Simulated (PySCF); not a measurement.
**FH₁₀NSi₄ (SMILES F[Si]([SiH3])([SiH3])N[SiH3]): density, localisation and related maps**

```xyz
16

Si   -0.3030    0.2288   -0.7031
Si    2.0443    0.2730   -0.6296
Si   -1.1483   -1.7139   -1.7087
N    -0.9897    0.3689    0.8793
Si   -0.3043    1.0732    2.3249
F    -0.7581    1.4896   -1.6508
H     2.5450   -0.6530    0.4328
H     2.5746    1.6479   -0.3847
H     2.5464   -0.2068   -1.9551
H    -0.7806   -1.7791   -3.1557
H    -0.5787   -2.9094   -1.0118
H    -2.6398   -1.7580   -1.5809
H    -1.9668    0.0912    0.9496
H    -1.0634    2.2787    2.7775
H    -0.2840    0.0924    3.4524
H     1.0953    1.4651    1.9862
```

Geometry: PBE0-D3(BJ)/def2-SVP.

Level of theory: PBE0/pcSseg-1, SCF density, gas phase, non-relativistic (PySCF 2.14.0).

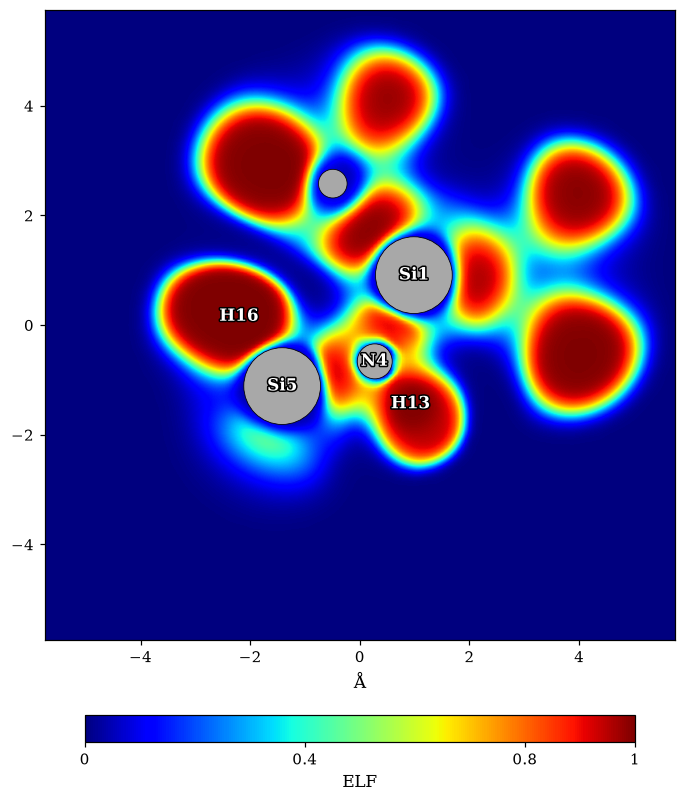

Figure 1. Electron localisation function on the plane of atoms N4, Si5 and H16. Grey discs cover the atomic cores.

Interpret the plot.

The plane passes through Si, N and H nuclei.
Si–N (1.73 Å): the ELF peaks at about 0.90 between the atoms (a polar covalent bond).
N–H (1.02 Å): the ELF climbs to about 1 towards the hydrogen, as it does in any bond to H (an ordinary covalent bond to hydrogen).
Si–H (1.49 Å): the ELF climbs to about 1 towards the hydrogen.

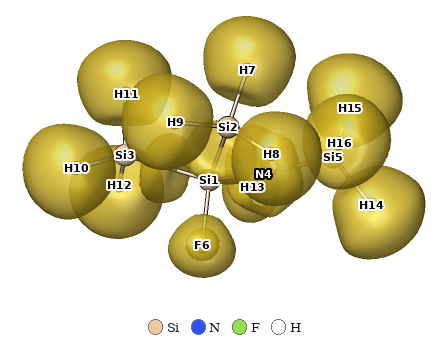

Figure 2. Isosurface of the electron localisation function at 0.75 (yellow), seen from one side. Only the valence region is drawn (cores and ρ < 0.01 e/Å³ removed).

Describe the localisation domains.

At this value the surface marks out two regions between bonded Si–Si atoms (shared pairs), nine regions around hydrogen nuclei, one region wrapped around F (its lone pairs, merged into a ring or cap) and one joined region spread over several atoms (H, N), in which their bonds and any lone pairs are merged. Along the contacts the grid gives the following. Si–F (1.64 Å): the ELF peaks at about 0.85 in the valence shell of F, 0.6 Å from its nucleus, and is about 0.50 at the midpoint.

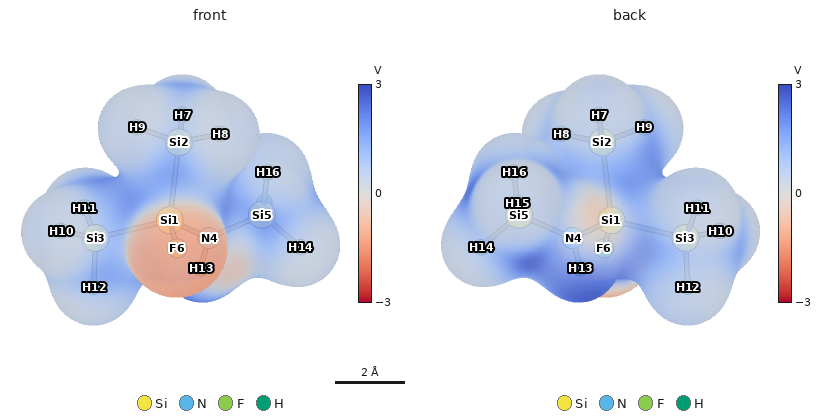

Figure 3. The molecular electrostatic potential painted on the density surface at 0.004 e/bohr³, seen from the front and from behind; red is negative and blue positive.

Which sites attract a positive test charge, and which a negative one?

A positive charge is drawn to the negative regions and a negative charge to the positive ones. The most negative region (about −1.2 V, or −28 kcal/mol for a unit charge) lies over F6, the most positive (about +2.6 V, or +60 kcal/mol for a unit charge) over Si5 and H13.
